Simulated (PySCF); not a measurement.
## Electronic structure of C$_{6}$H$_{14}$ClFSi in real space

```yaml
atoms:
  - { symbol: C, position_ang: [3.3444, -0.7451, -0.0058] }
  - { symbol: C, position_ang: [2.6089, 0.3401, 0.7753] }
  - { symbol: Si, position_ang: [0.8115, -0.1001, 1.1898] }
  - { symbol: F, position_ang: [0.2420, 1.1227, 2.0945] }
  - { symbol: C, position_ang: [-0.2345, -0.2991, -0.3845] }
  - { symbol: C, position_ang: [-1.7387, -0.4916, -0.1613] }
  - { symbol: C, position_ang: [-2.4115, -1.0045, -1.4338] }
  - { symbol: C, position_ang: [-2.4061, 0.7932, 0.3173] }
  - { symbol: Cl, position_ang: [-2.2519, 2.1049, -0.8797] }
  - { symbol: H, position_ang: [4.3736, -0.4492, -0.2001] }
  - { symbol: H, position_ang: [2.8591, -0.9298, -0.9613] }
  - { symbol: H, position_ang: [3.3598, -1.6775, 0.5536] }
  - { symbol: H, position_ang: [3.1499, 0.5364, 1.7024] }
  - { symbol: H, position_ang: [2.6388, 1.2701, 0.2029] }
  - { symbol: H, position_ang: [0.6629, -1.2417, 2.0895] }
  - { symbol: H, position_ang: [0.1370, -1.1669, -0.9325] }
  - { symbol: H, position_ang: [-0.0952, 0.5586, -1.0464] }
  - { symbol: H, position_ang: [-1.8921, -1.2288, 0.6363] }
  - { symbol: H, position_ang: [-2.2620, -0.2999, -2.2482] }
  - { symbol: H, position_ang: [-3.4808, -1.1309, -1.2781] }
  - { symbol: H, position_ang: [-1.9916, -1.9644, -1.7244] }
  - { symbol: H, position_ang: [-3.4754, 0.6421, 0.4686] }
  - { symbol: H, position_ang: [-1.9528, 1.1592, 1.2358] }
```

Geometry: GFN2-xTB.

All numbers below come from PBE0/pcSseg-1, SCF density, gas phase, non-relativistic in PySCF.

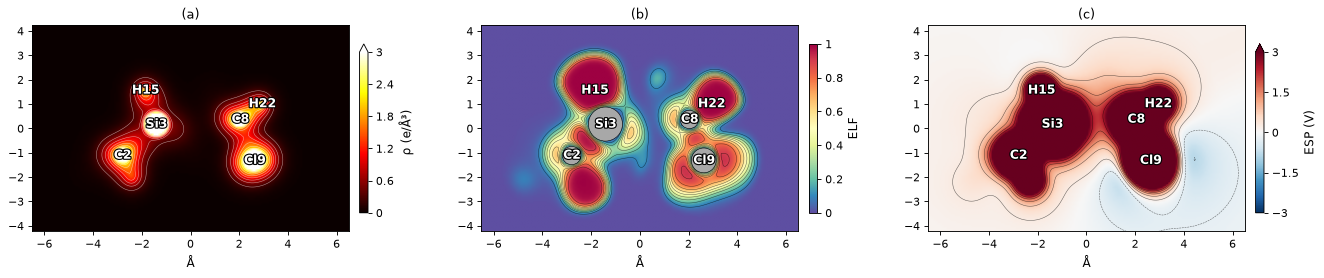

Figure 1. (a) total electron density; (b) electron localisation function; (c) molecular electrostatic potential on the plane of atoms Cl9, C8 and H22. Grey discs cover the atomic cores in the ELF map.

### What does the map show?

- Atoms in the plane: C, Si, Cl and H.
- C–Cl (1.78 Å): ρ at the midpoint is about 1.3 e/Å³; the ELF peaks at about 0.90 between the atoms, as expected for a covalent bond.
- C–Si (1.90 Å): ρ at the midpoint is about 0.95 e/Å³; the ELF peaks at about 0.95 between the atoms; a shared electron pair.
- C–H (1.09 Å): ρ at the midpoint is about 2 e/Å³; the ELF climbs to about 1 towards the hydrogen, as it does in any bond to H: an ordinary covalent bond to hydrogen.
- Si–H (1.46 Å): ρ is about 0.82 e/Å³ halfway; the ELF climbs to about 1 towards the hydrogen.
- The ELF also peaks beside Cl9, away from the bonds: lone-pair regions.
- Outside the dense part of the molecule the potential is most negative (−0.8 V) near Cl9.

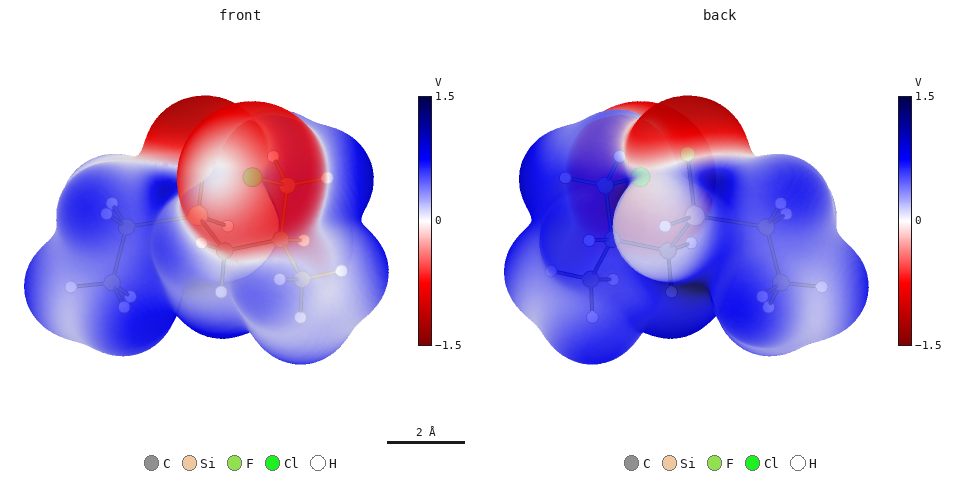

Figure 2. The molecular electrostatic potential painted on the density surface at 0.002 e/bohr³, seen from the front and from behind; red is negative and blue positive.

### Where is the surface potential most negative and most positive?

The most negative region (about −1.2 V) lies over F4, the most positive (about +1.3 V) over Si3.

### How polar is the molecule by this calculation?

Its dipole moment is 2.75 D.
